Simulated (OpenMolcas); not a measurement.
# NHO$_{3}$: single-point calculation (part 2 of 2)

The same run, continued: NHO$_{3}$ (nitric acid); MP2/def2-SVPD, RHF (OpenMolcas 26.06). The geometry comes from this level: PBE0-D4/def2-TZVP.

Geometry of the input (Å):
```
O  1.3179  -0.3158  0.7465
N  0.2531  -0.2797  0.2262
O  -0.5964  -1.1240  0.1414
O  -0.0441  0.9329  -0.3740
H  -0.9304  0.7865  -0.7402
```

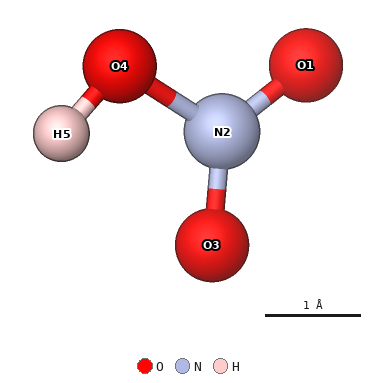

*The structure as given in the input (ball-and-stick view, seen at a tilt; atoms are numbered from 1 in the order of the input).*

The program's output, continued:
```
      Basis set list:
        1 O1     1s                 21 O1     3d1+               41 N2     3d1+               61 O3     3d0                81 O4     3d2-
        2 O1     1s                 22 O1     3d2+               42 N2     3d2+               62 O3     3d0                82 O4     3d1-
        3 O1     1s                 23 O1     3d2+               43 N2     3d2+               63 O3     3d1+               83 O4     3d1-
        4 O1     1s                 24 N2     1s                 44 O3     1s                 64 O3     3d1+               84 O4     3d0
        5 O1     2px                25 N2     1s                 45 O3     1s                 65 O3     3d2+               85 O4     3d0
        6 O1     2px                26 N2     1s                 46 O3     1s                 66 O3     3d2+               86 O4     3d1+
        7 O1     2px                27 N2     1s                 47 O3     1s                 67 O4     1s                 87 O4     3d1+
        8 O1     2py                28 N2     2px                48 O3     2px                68 O4     1s                 88 O4     3d2+
        9 O1     2py                29 N2     2px                49 O3     2px                69 O4     1s                 89 O4     3d2+
       10 O1     2py                30 N2     2py                50 O3     2px                70 O4     1s                 90 H5     1s
       11 O1     2pz                31 N2     2py                51 O3     2py                71 O4     2px                91 H5     1s
       12 O1     2pz                32 N2     2pz                52 O3     2py                72 O4     2px                92 H5     2px
       13 O1     2pz                33 N2     2pz                53 O3     2py                73 O4     2px                93 H5     2px
       14 O1     3d2-               34 N2     3d2-               54 O3     2pz                74 O4     2py                94 H5     2py
       15 O1     3d2-               35 N2     3d2-               55 O3     2pz                75 O4     2py                95 H5     2py
       16 O1     3d1-               36 N2     3d1-               56 O3     2pz                76 O4     2py                96 H5     2pz
       17 O1     3d1-               37 N2     3d1-               57 O3     3d2-               77 O4     2pz                97 H5     2pz
       18 O1     3d0                38 N2     3d0                58 O3     3d2-               78 O4     2pz
       19 O1     3d0                39 N2     3d0                59 O3     3d1-               79 O4     2pz
       20 O1     3d1+               40 N2     3d1+               60 O3     3d1-               80 O4     3d2-

  Index Energy  Occupation Coefficients ...

    1  -20.6952    2.0000         67 O4     1s     ( 0.990),

    2  -20.6506    2.0000          1 O1     1s     ( 0.990),

    3  -20.6461    2.0000         44 O3     1s     ( 0.990),

    4  -15.9483    2.0000         24 N2     1s     ( 0.990),

    5   -1.6967    2.0000          2 O1     1s     ( 0.255),    25 N2     1s     ( 0.465),    45 O3     1s     ( 0.243),

    6   -1.4714    2.0000          2 O1     1s     (-0.394),     3 O1     1s     (-0.227),    28 N2     2px    ( 0.304),    45 O3     1s     ( 0.320),

    7   -1.4417    2.0000         45 O3     1s     (-0.258),    68 O4     1s     ( 0.488),    69 O4     1s     ( 0.298),

    8   -0.9552    2.0000          2 O1     1s     ( 0.240),     3 O1     1s     ( 0.211),    25 N2     1s     (-0.339),    26 N2     1s     (-0.170),
                                  30 N2     2py    ( 0.196),    45 O3     1s     ( 0.191),    68 O4     1s     ( 0.171),    71 O4     2px    (-0.198),
                                  74 O4     2py    ( 0.200),    77 O4     2pz    (-0.170),    90 H5     1s     ( 0.229),

    9   -0.8355    2.0000         25 N2     1s     ( 0.209),    30 N2     2py    ( 0.284),    45 O3     1s     (-0.266),    46 O3     1s     (-0.400),
                                  48 O3     2px    ( 0.269),

   10   -0.8109    2.0000         11 O1     2pz    ( 0.220),    32 N2     2pz    (-0.373),    33 N2     2pz    ( 0.189),    54 O3     2pz    ( 0.217),
                                  77 O4     2pz    ( 0.205),

   11   -0.7951    2.0000          2 O1     1s     (-0.235),     3 O1     1s     (-0.386),     5 O1     2px    (-0.278),    28 N2     2px    (-0.307),
                                  29 N2     2px    ( 0.199),    46 O3     1s     ( 0.270),    51 O3     2py    (-0.259),

   12   -0.7094    2.0000         48 O3     2px    ( 0.217),    68 O4     1s     ( 0.188),    69 O4     1s     ( 0.271),    71 O4     2px    ( 0.370),
                                  72 O4     2px    ( 0.210),    74 O4     2py    ( 0.242),    90 H5     1s     (-0.259),

   13   -0.5930    2.0000         77 O4     2pz    ( 0.506),    78 O4     2pz    ( 0.380),

   14   -0.5608    2.0000          8 O1     2py    ( 0.445),     9 O1     2py    ( 0.331),    51 O3     2py    ( 0.297),    52 O3     2py    ( 0.233),
                                  74 O4     2py    ( 0.282),    75 O4     2py    ( 0.261),

   15   -0.5390    2.0000          8 O1     2py    ( 0.366),     9 O1     2py    ( 0.279),    48 O3     2px    ( 0.337),    49 O3     2px    ( 0.266),
                                  51 O3     2py    (-0.286),    52 O3     2py    (-0.212),    54 O3     2pz    ( 0.269),    55 O3     2pz    ( 0.206),

   16   -0.5064    2.0000         11 O1     2pz    (-0.377),    12 O1     2pz    (-0.295),    54 O3     2pz    ( 0.389),    55 O3     2pz    ( 0.309),

   17    0.0746    0.0000         11 O1     2pz    ( 0.263),    12 O1     2pz    ( 0.257),    32 N2     2pz    ( 0.464),    33 N2     2pz    (-0.460),
                                  54 O3     2pz    ( 0.243),    55 O3     2pz    ( 0.248),

   18    0.0820    0.0000          4 O1     1s     (-1.362),    27 N2     1s     ( 1.658),    70 O4     1s     (-2.081),    73 O4     2px    ( 1.122),
                                  91 H5     1s     ( 1.990),

   19    0.1374    0.0000          4 O1     1s     (-1.563),    27 N2     1s     ( 2.024),    47 O3     1s     ( 2.396),    50 O3     2px    ( 1.317),
                                  53 O3     2py    ( 1.365),    70 O4     1s     (-2.498),    76 O4     2py    ( 1.922),

   20    0.1443    0.0000          4 O1     1s     (-1.869),    27 N2     1s     (-2.810),    47 O3     1s     ( 1.857),    70 O4     1s     ( 3.540),

   21    0.1742    0.0000         79 O4     2pz    ( 1.098),

   22    0.1752    0.0000         27 N2     1s     (-3.452),    47 O3     1s     ( 2.336),    53 O3     2py    ( 1.942),

   23    0.1888    0.0000          4 O1     1s     ( 3.599),    27 N2     1s     (-6.955),

   24    0.1944    0.0000         27 N2     1s     (-3.633),

   25    0.2115    0.0000         13 O1     2pz    (-1.501),    56 O3     2pz    ( 0.831),

   26    0.2126    0.0000         56 O3     2pz    (-1.246),    79 O4     2pz    ( 1.216),

   27    0.2611    0.0000          4 O1     1s     ( 1.414),    10 O1     2py    (-1.976),    27 N2     1s     (-1.030),    50 O3     2px    (-1.339),
                                  53 O3     2py    ( 1.824),    56 O3     2pz    (-1.327),    70 O4     1s     (-1.986),    73 O4     2px    ( 1.435),
                                  76 O4     2py    ( 1.291),

   28    0.2663    0.0000         73 O4     2px    ( 1.889),    91 H5     1s     ( 2.186),

   29    0.3040    0.0000         70 O4     1s     (-3.612),    73 O4     2px    ( 1.902),    91 H5     1s     ( 3.541),

   30    0.3431    0.0000         79 O4     2pz    (-1.240),    97 H5     2pz    ( 1.838),

   31    0.3563    0.0000          4 O1     1s     (-6.409),    70 O4     1s     ( 8.728),

   32    0.3815    0.0000          4 O1     1s     (-3.842),    47 O3     1s     ( 5.768),

   33    0.4371    0.0000         27 N2     1s     ( 15.93),

   34    0.4654    0.0000          4 O1     1s     (-5.610),    47 O3     1s     ( 3.895),    95 H5     2py    ( 3.176),

   35    0.4800    0.0000         27 N2     1s     (-12.77),

   36    0.5232    0.0000         17 O1     3d1-   (-0.384),    23 O1     3d2+   ( 0.223),    58 O3     3d2-   ( 0.226),    62 O3     3d0    ( 0.421),
                                  64 O3     3d1+   ( 0.244),    83 O4     3d1-   ( 0.216),    85 O4     3d0    (-0.313),

   37    0.5374    0.0000         27 N2     1s     (-7.969),

--

++    Molecular charges:
      ------------------

      Mulliken charges per centre and basis function type
      ---------------------------------------------------

                O1      N2      O3      O4      H5
      1s       3.9473  3.0268  3.9257  3.8153  0.6479
      2px      1.1931  0.9838  1.4559  1.4611  0.0331
      2pz      1.4455  0.9871  1.6585  1.6987  0.0104
      2py      1.9100  0.9353  1.4792  1.4007  0.0016
      3d2+     0.0092 -0.0173 -0.0031  0.0115  0.0000
      3d1+     0.0048  0.0117  0.0027  0.0008  0.0000
      3d0      0.0045  0.0002  0.0021 -0.0045  0.0000
      3d1-    -0.0001 -0.0050  0.0029  0.0023  0.0000
      3d2-     0.0005 -0.0517  0.0112  0.0001  0.0000
      Total    8.5148  5.8709  8.5351  8.3860  0.6931

      N-E     -0.5148  1.1291 -0.5351 -0.3860  0.3069

      Total electronic charge=   32.000000

      Total            charge=   -0.000000
--

++    Molecular properties:
      ---------------------

      Charge (e):
                      =   -0.0000
      Dipole Moment (debye):
      Origin of the operator (angstrom)=    0.2134   -0.1783    0.1689
                   X= -1.8337E+00               Y=  1.3492E+00               Z= -1.3828E+00           Total=  2.6637E+00
      Quadrupole Moment (debye*angstrom):
      Origin of the operator (angstrom)=    0.2134   -0.1783    0.1689
                  XX= -2.2002E+01              XY= -2.9803E+00              XZ=  8.3538E-01              YY= -2.3926E+01
                  YZ= -4.5764E-01              ZZ= -2.0818E+01
      In traceless form (debye*angstrom)
                  XX=  3.7032E-01              XY= -4.4705E+00              XZ=  1.2531E+00              YY= -2.5162E+00
                  YZ= -6.8645E-01              ZZ=  2.1459E+00
--

--- Stop Module: scf /rc=_RC_ALL_IS_WELL_ ---
--- Module scf spent 8 seconds ---

--- Start Module: mbpt2 ---

                                               &MBPT2

                       available to each process: 1.9 GB of memory, 1 thread

WARNING!
Default frozen orbitals as non valence orbitals is overwritten by user input.
Default values:   4

      Cartesian coordinates in angstrom:
      -----------------------------------------------------
      No.  Label        X            Y            Z
      -----------------------------------------------------
       1   O1         1.31787000  -0.31580000   0.74650000
       2   N2         0.25309000  -0.27973000   0.22619000
       3   O3        -0.59644000  -1.12396000   0.14145000
       4   O4        -0.04408000   0.93295000  -0.37396000
       5   H5        -0.93044000   0.78654000  -0.74017000
      -----------------------------------------------------
      Nuclear repulsion energy =  127.63596329

      Contents of RUNFILE file:
      -------------------------

      Symmetry species                           1
                                                 a
      Number of basis functions                 97
      Frozen occupied orbitals                   4
      Active occupied orbitals                  12
      Active external orbitals                  81
      Deleted external orbitals                  0

      Reference numbers of frozen occupied orbitals according to the original input sequence
      symmetry species 1                        1  2  3  4

      Energies of the active occupied orbitals

      symmetry species 1                    -1.696682     -1.471390     -1.441694     -0.955168     -0.835534
                                            -0.810853     -0.795134     -0.709425     -0.592974     -0.560755
                                            -0.538952     -0.506437

      Energies of the active external orbitals

      symmetry species 1                     0.074626      0.082017      0.137372      0.144251      0.174219
                                             0.175248      0.188774      0.194405      0.211550      0.212576
                                             0.261126      0.266302      0.303964      0.343081      0.356304
                                             0.381491      0.437080      0.465416      0.479980      0.523176
                                             0.537354      0.599537      0.605006      0.618096      0.654918
                                             0.668018      0.669027      0.703395      0.708172      0.718509
                                             0.733259      0.747310      0.762969      0.770859      0.805007
                                             0.829015      0.840042      0.867409      0.881842      0.917478
                                             0.982995      1.150284      1.254464      1.364073      1.390675
                                             1.516311      1.607171      1.640260      1.722201      1.769463
                                             1.820756      1.937713      1.946459      1.982020      1.999263
                                             2.002076      2.111943      2.182826      2.226708      2.245375
                                             2.294835      2.317764      2.466121      2.587935      2.704060
                                             2.856649      3.104300      3.119423      3.135734      3.165239
                                             3.168051      3.238154      3.290017      3.450711      3.758237
                                             3.760235      3.849509      3.991652      4.250466      4.266347
                                             4.460720

      ********************************************************************************************************
      *                                               Results                                                *
      ********************************************************************************************************

 Conventional algorithm used...

       SCF energy                           =     -279.2436395233 a.u.
       Second-order correlation energy      =       -0.7702423043 a.u.

       Total energy                         =     -280.0138818277 a.u.
       Reference weight ( Cref**2 )         =        0.81648

::    Total MBPT2 energy                             -280.0138818277

       Zeroth-order energy (E0)             =      -50.0745895307 a.u.

       Shanks-type energy S1(E)             =     -280.0164793596 a.u.

       Data processing and timing information:

       Section                                              time(sec)
                                                          CPU  Elapsed

      Input data processing                              0.05      0.06
      Transformation of integrals                        0.45      0.53
      MBPT2 calculations (BJAI)                          0.00      0.01
      Total MBPT2 calculations                           0.50      0.60

--- Stop Module: mbpt2 /rc=_RC_ALL_IS_WELL_ ---

.##################.
.# Happy landing! #.
.##################.

    Timing: Wall=14.09 User=10.81 System=3.19
```

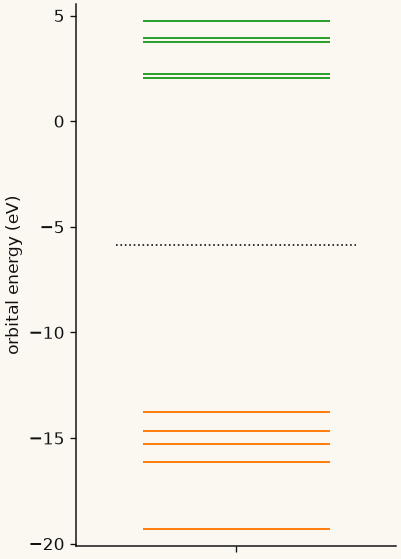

*Orbital energies near the frontier (SCF reference); the dotted line parts filled from empty levels, and levels within 0.02 eV of each other stand side by side.*

Highest filled −13.78 eV, lowest empty 2.03 eV, 15.81 eV apart.

Summary:

| quantity | value |
| --- | --- |
| outcome | converged |
| total energy | −280.013882 hartree |
| SCF energy | −279.243640 hartree |
| MP2 energy | −280.013882 hartree |
| correlation energy | −0.770242 hartree |
| basis functions | 97 |
| HOMO of the SCF reference | −13.78 eV |
| LUMO of the SCF reference | 2.03 eV |
| hardware | 1 thread of Arm Neoverse N1, 54 GiB of memory available, shared host |
| wall time | 15 s |
| peak memory | 0.54 GiB |
